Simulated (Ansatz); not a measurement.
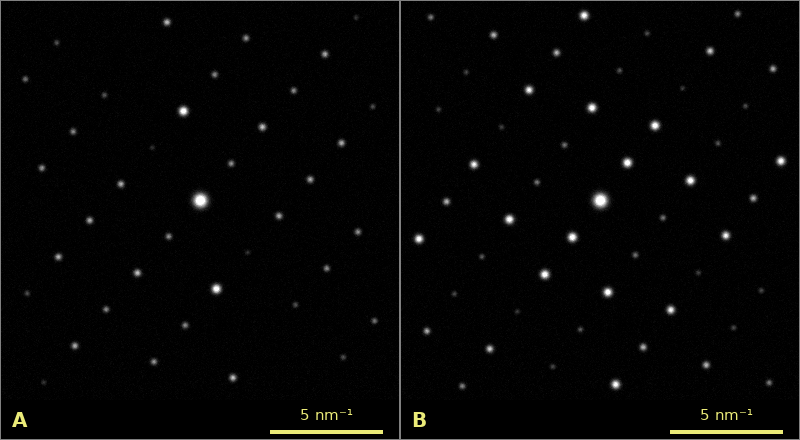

Kinematic electron diffraction patterns (200 kV, B = 0.5 Å², same scale, each along a low-index zone) of two structures of composition Ta3Br2, each relaxed at zero pressure with Ansatz 0.2.0, DFT PBE, scalar-relativistic, plane waves, PAW.

The structures (standard cells):
1. R-3c (No. 167), a = 6.863 Å, c = 14.747 Å (hexagonal axes), 30 atoms; generated start, possibly hypothetical
2. P6/mmm (No. 191), a = 5.542 Å, c = 4.809 Å (hexagonal axes), 5 atoms; generated start, possibly hypothetical

**Which pattern belongs to which structure, and along which zone?**

A is structure 1 along [100] or an equivalent direction: oblique net of 0 1 2 at d = 4.63 Å and 0 -1 4 (weak) at d = 3.13 Å, 82.9° apart (some points of this net are extinct or too weak to see). B is structure 2 along [101] or an equivalent direction: centred rectangular net of 0 1 0 at d = 4.80 Å and 1 0 -1 at d = 3.40 Å, 69.3° apart.

**Rank the structures by their computed energy.**

Structure 1 (R-3c, 20.05 Å³ an atom) is the lowest of these; structure 2 (P6/mmm, 25.58 Å³ an atom) lies about 230 meV an atom higher. These are static energies at 0 K; other structures, not shown, may lie lower still.
